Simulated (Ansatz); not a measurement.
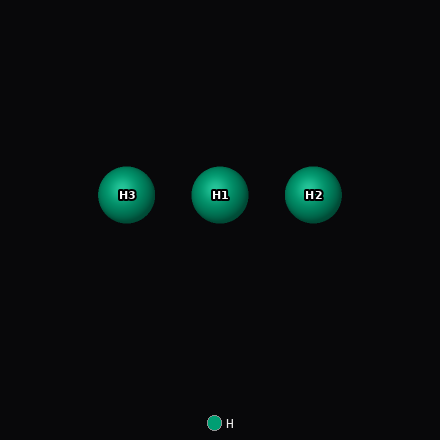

The system is the reacting system H₃, spin multiplicity 2; the picture shows the reference structure. The first coordinate is: distance H1–H3 (bond that forms); the second: distance H1–H2 (bond that breaks). Relaxed at each point: all other coordinates. The scan uses a 13 × 13 grid. Points are written as (first, second). All energies are given in eV relative to the lowest grid point. In part of the range the unrestricted reference is strongly spin-contaminated. Theory: UHF-CCSD(T), frozen core/def2-TZVP in Ansatz 0.2.0.

Its coordinates:

```xyz
3

H    -0.0001   -0.0005    0.0004
H     0.9756   -0.0947    0.0681
H    -0.9755    0.0952   -0.0685
```

Range: distance H1–H3 (bond that forms) from 0.666 to 2.466 Å; distance H1–H2 (bond that breaks) from 0.666 to 1.866 Å.

### Predict the map.

The lowest grid point is at (2.466 Å, 0.720 Å). It lies in a valley that leaves the map towards separated partners. The energy also falls towards the edge at (0.747 Å, 1.866 Å) (0.06 eV above the lowest), where a further well may lie outside the range. The highest grid point, (2.466 Å, 1.866 Å), lies 3.84 eV above the lowest.

| second ↓, first → | 0.666 | 0.747 | 0.858 | 0.984 | 1.122 | 1.269 | 1.423 | 1.584 | 1.750 | 1.922 | 2.099 | 2.280 | 2.466 |
| --- | --- | --- | --- | --- | --- | --- | --- | --- | --- | --- | --- | --- | --- |
| 1.866 | 0.20 | 0.06 | 0.24 | 0.70 | 1.31 | 1.96 | 2.58 | 3.09 | 3.48 | 3.70 | 3.80 | 3.83 | 3.84 |
| 1.742 | 0.24 | 0.10 | 0.27 | 0.72 | 1.31 | 1.95 | 2.54 | 3.01 | 3.33 | 3.50 | 3.56 | 3.58 | 3.58 |
| 1.621 | 0.29 | 0.14 | 0.30 | 0.73 | 1.31 | 1.91 | 2.45 | 2.86 | 3.11 | 3.22 | 3.25 | 3.26 | 3.26 |
| 1.504 | 0.35 | 0.19 | 0.33 | 0.74 | 1.28 | 1.84 | 2.31 | 2.63 | 2.80 | 2.87 | 2.89 | 2.89 | 2.88 |
| 1.389 | 0.43 | 0.25 | 0.37 | 0.73 | 1.22 | 1.70 | 2.08 | 2.31 | 2.42 | 2.46 | 2.46 | 2.46 | 2.45 |
| 1.278 | 0.52 | 0.32 | 0.40 | 0.71 | 1.12 | 1.51 | 1.78 | 1.93 | 1.99 | 2.00 | 2.00 | 1.99 | 1.99 |
| 1.171 | 0.64 | 0.40 | 0.42 | 0.65 | 0.97 | 1.25 | 1.42 | 1.51 | 1.53 | 1.53 | 1.52 | 1.51 | 1.50 |
| 1.068 | 0.78 | 0.49 | 0.44 | 0.58 | 0.78 | 0.95 | 1.04 | 1.08 | 1.08 | 1.06 | 1.05 | 1.03 | 1.02 |
| 0.970 | 0.95 | 0.61 | 0.46 | 0.50 | 0.59 | 0.66 | 0.69 | 0.68 | 0.66 | 0.63 | 0.61 | 0.60 | 0.59 |
| 0.878 | 1.18 | 0.77 | 0.53 | 0.46 | 0.45 | 0.44 | 0.41 | 0.37 | 0.33 | 0.29 | 0.27 | 0.25 | 0.24 |
| 0.794 | 1.50 | 1.01 | 0.68 | 0.50 | 0.40 | 0.32 | 0.25 | 0.18 | 0.13 | 0.09 | 0.06 | 0.04 | 0.03 |
| 0.720 | 1.91 | 1.36 | 0.93 | 0.67 | 0.49 | 0.36 | 0.26 | 0.17 | 0.11 | 0.06 | 0.03 | 0.01 | 0.00 |
| 0.666 | 2.34 | 1.74 | 1.25 | 0.92 | 0.70 | 0.53 | 0.40 | 0.30 | 0.23 | 0.18 | 0.15 | 0.13 | 0.12 |

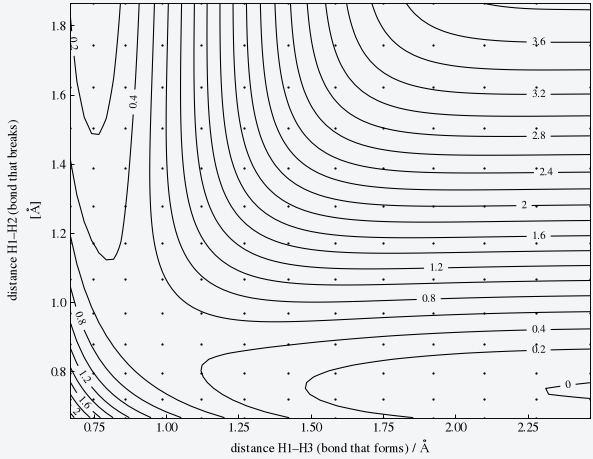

The picture shows contour lines labelled in eV, dots at the grid points. Between grid points the surface is interpolated.

Each point was launched as `ansatz run input.yaml --threads 1 --pin off --max-ram 2560MiB --backend cpu --events-out ev --progress --plain --runs-dir out`. The whole map (169 points run) took 30 s on 1 thread of Arm Neoverse V2, on a shared host.
